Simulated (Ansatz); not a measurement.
```xyz
8

N    -0.5376    1.2527   -0.1039
B     0.0799    0.0246   -0.3312
S     1.9053   -0.0080   -0.4442
S    -0.9872   -1.4518   -0.4973
H    -0.0376    2.1230   -0.0963
H    -1.5222    1.3460    0.0671
H     2.0439   -1.2405   -0.9442
H    -0.0363   -2.3869   -0.3996
```

Method: RKS BHLYP-D4/def2-SVP (Ansatz).

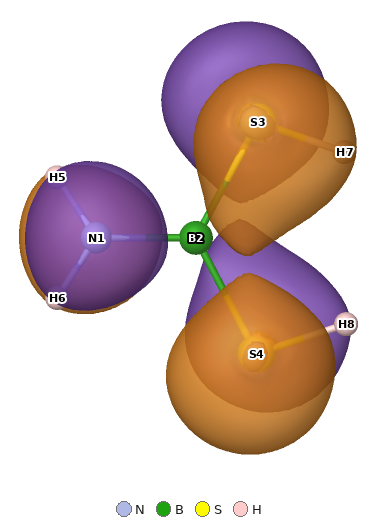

BH₄NS₂ (SMILES NB(S)S). The HOMO−1 at ±0.08 Å⁻³ᐟ² (orange and purple are the two phases), seen across its widest extent.

What is the character of this orbital?

By Hirshfeld shares it lies mainly on S3 (about 30 %), S4 (about 30 %) and N1 (about 25 %); largely a combination of lone pairs on S3, S4 and N1. Its energy is −8.33 eV.
